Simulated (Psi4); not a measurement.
# Run report: CH7FSi2, property calculation (part 1 of 2)

System: CH7FSi2.
Method: TPSS/cc-pVQZ, RKS (Psi4 1.11).

The geometry comes from this level: PBE0-D4/def2-TZVP.

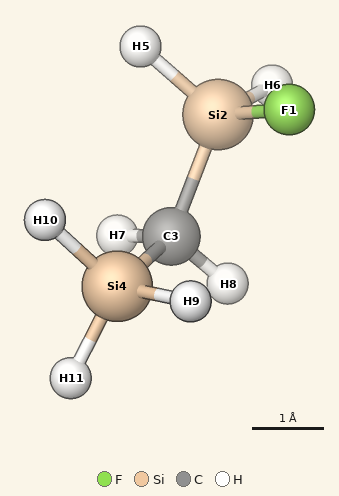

The structure as given in the input (ball-and-stick view, seen at an oblique angle; atoms are numbered from 1 in the order of the input).

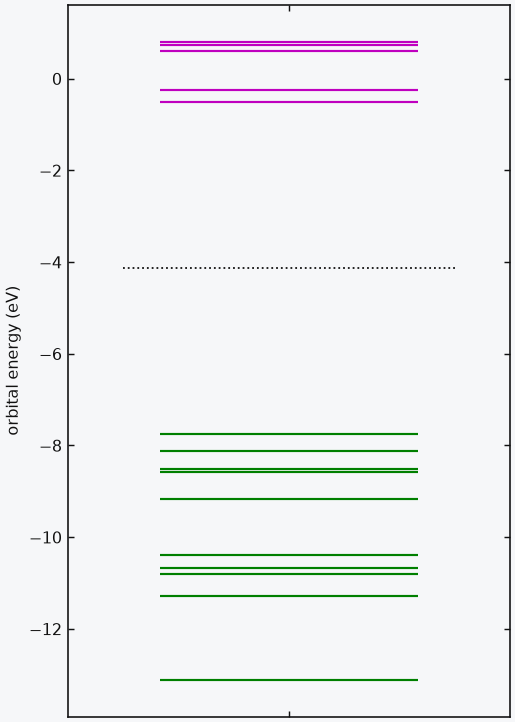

Orbital energies near the frontier; the dotted line parts filled from empty levels, and levels within 0.02 eV of each other stand side by side. Highest filled −7.74 eV, lowest empty −0.50 eV, 7.24 eV apart.

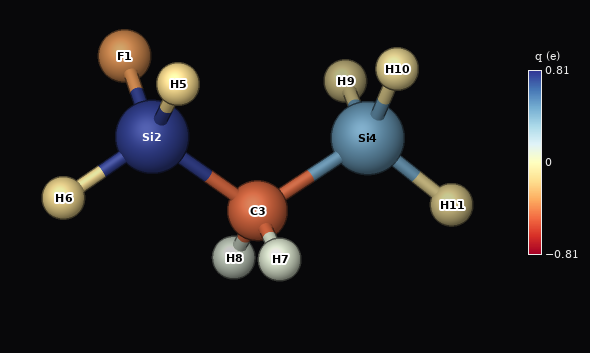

Mulliken charges, as the colour of each atom (ball-and-stick view, seen at a tilt; atoms are numbered from 1 in the order of the input; Mulliken charges depend strongly on the basis). By element: F −0.34, Si +0.47 to +0.77, C −0.46 and H −0.15 to +0.10 e.

The input and output of the run follow.

Input file (job.inp)
```
memory 1600 mb

molecule {
  0 1
  F     -1.629100     1.667400     0.202000
  Si    -0.069200     1.498400     0.534400
  C      0.349200    -0.305900     0.605500
  Si    -0.157200    -1.306900    -0.899700
  H      0.694000     2.172900    -0.545000
  H      0.175700     2.177500     1.831400
  H      1.437100    -0.385200     0.722600
  H     -0.101300    -0.751100     1.498900
  H     -1.636400    -1.388400    -0.995700
  H      0.369900    -0.665700    -2.134100
  H      0.392600    -2.686000    -0.812200
  symmetry c1
}

set globals {
  basis cc-pVQZ
  puream true
  scf_type df
  dft_radial_points 99
  dft_spherical_points 590
}

E, wfn = energy("tpss", return_wfn=True)
oeprop(wfn, "DIPOLE", "QUADRUPOLE", "MULLIKEN_CHARGES", "LOWDIN_CHARGES")
```

Launched with:
```bash
psi4 job.inp job.out -n 1
```

The program's output
```
Psi4 1.11 release

   => Loading Basis Set <=

    Name: CC-PVQZ
    Role: ORBITAL
    Keyword: BASIS

         ---------------------------------------------------------
                                   SCF
                              RKS Reference
                        1 Threads,   1525 MiB Core
         ---------------------------------------------------------

  ==> Geometry <==

    Molecular point group: c1
    Full point group: C1

    Geometry (in Angstrom), charge = 0, multiplicity = 1:

       Center              X                  Y                   Z               Mass
    ------------   -----------------  -----------------  -----------------  -----------------
         F           -1.291339574481     1.328842581770     0.197253447297    18.998403162730
         SI           0.268560425519     1.159842581770     0.529653447297    27.976926534650
         C            0.686960425519    -0.644457418230     0.600753447297    12.000000000000
         SI           0.180560425519    -1.645457418230    -0.904446552703    27.976926534650
         H            1.031760425519     1.834342581770    -0.549746552703     1.007825032230
         H            0.513460425519     1.838942581770     1.826653447297     1.007825032230
         H            1.774860425519    -0.723757418230     0.717853447297     1.007825032230
         H            0.236460425519    -1.089657418230     1.494153447297     1.007825032230
         H           -1.298639574481    -1.726957418230    -1.000446552703     1.007825032230
         H            0.707660425519    -1.004257418230    -2.138846552703     1.007825032230
         H            0.730360425519    -3.024557418230    -0.816946552703     1.007825032230

  Running in c1 symmetry.

  Rotational constants: A =      0.27698  B =      0.07615  C =      0.06550 [cm^-1]
  Rotational constants: A =   8303.70536  B =   2283.06914  C =   1963.57061 [MHz]
  Nuclear repulsion =  223.324481276510198

  Charge       = 0
  Multiplicity = 1
  Electrons    = 50
  Nalpha       = 25
  Nbeta        = 25

  ==> Algorithm <==

  SCF Algorithm Type is DF.
  DIIS enabled.
  MOM disabled.
  Fractional occupation disabled.
  Guess Type is SAD.
  Energy threshold   = 1.00e-06
  Density threshold  = 1.00e-06
  Integral threshold = 1.00e-12

  ==> Primary Basis <==

  Basis Set: CC-PVQZ
    Blend: CC-PVQZ
    Number of shells: 134
    Number of basis functions: 438
    Number of Cartesian functions: 533
    Spherical Harmonics?: true
    Max angular momentum: 4

  ==> DFT Potential <==

   => LibXC <=

    Version 7.1.2

   => Composite Functional: TPSS <=

    TPSS Meta-GGA XC Functional

    Deriv               =              1
    GGA                 =           TRUE
    Meta                =           TRUE

    Exchange Hybrid     =          FALSE
    MP2 Hybrid          =          FALSE

   => Exchange Functionals <=

    1.0000   XC_MGGA_X_TPSS

   => Correlation Functionals <=

    1.0000   XC_MGGA_C_TPSS

   => LibXC Density Thresholds  <==

    XC_MGGA_C_TPSS:  1.00E-15
    XC_MGGA_X_TPSS:  1.00E-15

   => Molecular Quadrature <=

    Radial Scheme          =       TREUTLER
    Pruning Scheme         =           NONE
    Nuclear Scheme         =       TREUTLER

    Blocking Scheme        =         OCTREE
    BS radius alpha        =              1
    Pruning alpha          =              1
    Radial Points          =             99
    Spherical Points       =            590
    Total Points           =         608375
    Total Blocks           =           4285
    Max Points             =            256
    Max Functions          =            391
    Weights Tolerance      =       1.00E-15

   => Loading Basis Set <=

    Name: (CC-PVQZ AUX)
    Role: JKFIT
    Keyword: DF_BASIS_SCF

  ==> Integral Setup <==

  ==> DiskDFJK: Density-Fitted J/K Matrices <==

    J tasked:                  Yes
    K tasked:                   No
    wK tasked:                  No
    Integrals threads:           1
    Memory [MiB]:              595
    Algorithm:                Disk
    Integral Cache:           NONE
    Schwarz Cutoff:          1E-12
    Fitting Condition:       1E-10

   => Auxiliary Basis Set <=

  Basis Set: (CC-PVQZ AUX)
    Blend: CC-PVQZ-JKFIT
    Number of shells: 227
    Number of basis functions: 865
    Number of Cartesian functions: 1128
    Spherical Harmonics?: true
    Max angular momentum: 5

  Cached 4.4% of DFT collocation blocks in 0.517 [GiB].

  Minimum eigenvalue in the overlap matrix is 1.2434215873E-04.
  Reciprocal condition number of the overlap matrix is 1.4017144406E-05.
    Using symmetric orthogonalization.

  ==> Pre-Iterations <==

  SCF Guess: Superposition of Atomic Densities via on-the-fly atomic UHF (no occupation information).

   -------------------------
    Irrep   Nso     Nmo
   -------------------------
     A        438     438
   -------------------------
    Total     438     438
   -------------------------

  ==> Iterations <==

                           Total Energy        Delta E     RMS |[F,P]|

   @DF-RKS iter SAD:  -720.77719970480246   -7.20777e+02   0.00000e+00
   @DF-RKS iter   1:  -720.95050938507518   -1.73310e-01   2.19029e-03 DIIS/ADIIS
   @DF-RKS iter   2:  -720.29139441396114    6.59115e-01   3.05091e-03 DIIS/ADIIS
   @DF-RKS iter   3:  -721.36260276274982   -1.07121e+00   3.85736e-04 DIIS/ADIIS
   @DF-RKS iter   4:  -721.37678455012224   -1.41818e-02   1.61800e-04 DIIS/ADIIS
   @DF-RKS iter   5:  -721.37793690994874   -1.15236e-03   1.06217e-04 DIIS/ADIIS
   @DF-RKS iter   6:  -721.37870791879641   -7.71009e-04   1.00661e-05 DIIS
   @DF-RKS iter   7:  -721.37871651011051   -8.59131e-06   3.41056e-06 DIIS
   @DF-RKS iter   8:  -721.37871787277800   -1.36267e-06   7.63985e-07 DIIS
   @DF-RKS iter   9:  -721.37871794162777   -6.88498e-08   1.10104e-07 DIIS
  Energy and wave function converged.

  ==> Post-Iterations <==

   Electrons on quadrature grid:
      Ntotal   =   49.9999982712 ; deviation = -1.729e-06

    Orbital Energies [Eh]
    ---------------------

    Doubly Occupied:

       1A    -65.729100     2A    -65.697593     3A    -24.392159
       4A     -9.983750     5A     -5.144124     6A     -5.117752
       7A     -3.521869     8A     -3.518268     9A     -3.518137
      10A     -3.492837    11A     -3.492626    12A     -3.492526
      13A     -1.108250    14A     -0.667858    15A     -0.502084
      16A     -0.481878    17A     -0.414557    18A     -0.397139
      19A     -0.392038    20A     -0.381400    21A     -0.337217
      22A     -0.315161    23A     -0.312936    24A     -0.298308
      25A     -0.284532

    Virtual:

      26A     -0.018381    27A     -0.008904    28A      0.022032
      29A      0.027285    30A      0.029736    31A      0.037450
      32A      0.046905    33A      0.055390    34A      0.057794
      35A      0.084841    36A      0.099780    37A      0.106072
      38A      0.118617    39A      0.121403    40A      0.138729
      41A      0.149012    42A      0.150277    43A      0.178498
      44A      0.185260    45A      0.196075    46A      0.220836
      47A      0.225616    48A      0.241039    49A      0.250084
      50A      0.255567    51A      0.288088    52A      0.294768
      53A      0.304499    54A      0.315005    55A      0.332749
      56A      0.350338    57A      0.363460    58A      0.388363
      59A      0.398866    60A      0.420750    61A      0.427476
      62A      0.451810    63A      0.472835    64A      0.497716
      65A      0.504394    66A      0.510953    67A      0.532701
      68A      0.540099    69A      0.557241    70A      0.571618
      71A      0.581110    72A      0.585400    73A      0.591664
      74A      0.599970    75A      0.633573    76A      0.639607
      77A      0.659755    78A      0.665524    79A      0.679341
      80A      0.683561    81A      0.690930    82A      0.697251
      83A      0.720797    84A      0.743177    85A      0.748243
      86A      0.759089    87A      0.780386    88A      0.792315
      89A      0.802694    90A      0.805173    91A      0.812742
      92A      0.831731    93A      0.847363    94A      0.858850
      95A      0.867990    96A      0.875979    97A      0.898265
      98A      0.913156    99A      0.924763   100A      0.941120
     101A      0.943206   102A      0.966691   103A      0.983497
     104A      0.992679   105A      1.004196   106A      1.018619
     107A      1.033276   108A      1.042210   109A      1.058303
     110A      1.068417   111A      1.088764   112A      1.098463
     113A      1.116676   114A      1.140765   115A      1.179939
     116A      1.192746   117A      1.194020   118A      1.210801
     119A      1.239532   120A      1.252714   121A      1.263493
     122A      1.292502   123A      1.305738   124A      1.325067
     125A      1.354386   126A      1.407297   127A      1.441935
     128A      1.472489   129A      1.557441   130A      1.569893
     131A      1.621064   132A      1.663005   133A      1.668713
     134A      1.683181   135A      1.693368   136A      1.719781
     137A      1.724654   138A      1.749008   139A      1.767337
     140A      1.771575   141A      1.814460   142A      1.833270
     143A      1.860992   144A      1.872775   145A      1.893221
     146A      1.912162   147A      1.922223   148A      1.933416
     149A      1.951175   150A      1.957561   151A      1.962558
     152A      1.978750   153A      1.994355   154A      2.008603
     155A      2.023066   156A      2.036738   157A      2.047781
     158A      2.056554   159A      2.077848   160A      2.091205
     161A      2.100475   162A      2.111575   163A      2.126522
     164A      2.141409   165A      2.160767   166A      2.171837
     167A      2.179617   168A      2.190045   169A      2.201334
     170A      2.203249   171A      2.222330   172A      2.235620
```
